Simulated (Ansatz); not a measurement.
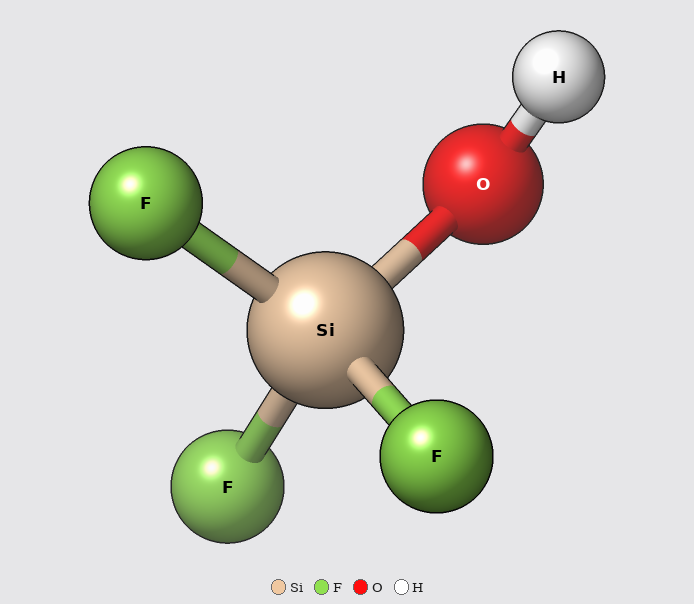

Ball-and-stick drawing of a structure. Every bond is drawn as one stick, whatever its order.

> Which formula does it have?

F₃HOSi, 6 atoms: 3 fluorine, 1 hydrogen, 1 oxygen and 1 silicon.

> Which point group does it belong to?

Cs.

> Count the bonded pairs by element.

3 F–Si, 1 O–Si, 1 O–H. Sticks follow a distance rule.

The parts below concern this one geometry. Atoms keep their numbers from picture to picture. The geometry was computed by an optimisation with PBE0-D4/def2-TZVP.

**Electronic properties**

Level of theory: RKS PBE0-D4/def2-TZVPP (Ansatz 0.2.0).

Computed properties:

- HOMO energy (Kohn–Sham orbital): −10.70 eV
- LUMO energy (Kohn–Sham orbital): 0.18 eV
- HOMO–LUMO gap: 10.88 eV

**Vibrations**

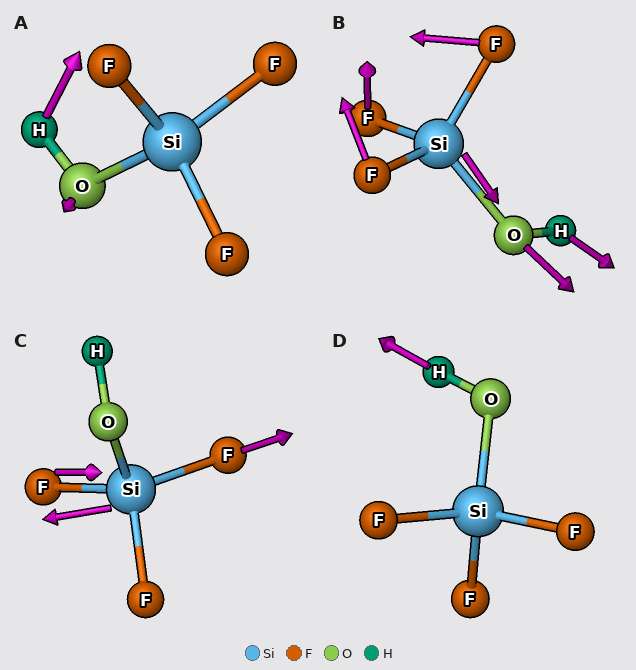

4 normal modes of one molecule or complex, as arrows. Harmonic vibrations computed with RKS PBE0-D4/def2-TZVP (Ansatz 0.2.0) at a stationary point of the same level.

> Match the panels to the wavenumbers 389 cm⁻¹, 773 cm⁻¹, 994 cm⁻¹, 3941 cm⁻¹.

A: 773 cm⁻¹
B: 389 cm⁻¹, angle bending
C: 994 cm⁻¹, out-of-phase stretching of 2 F–Si bonds
D: 3941 cm⁻¹, O–H stretching

**Dipole moment**

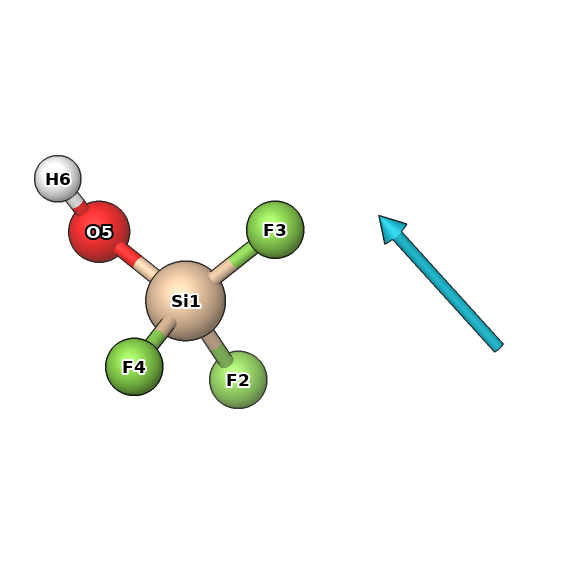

The arrow beside the molecule shows the direction of the dipole moment, from the negative to the positive end (its length means nothing). Level of theory: RKS PBE0-D4/def2-TZVP (Ansatz 0.2.0).

> How large is the dipole moment?

2.17 D; it points from the side of F2 to the side of H6 (the outermost atoms at the two ends).
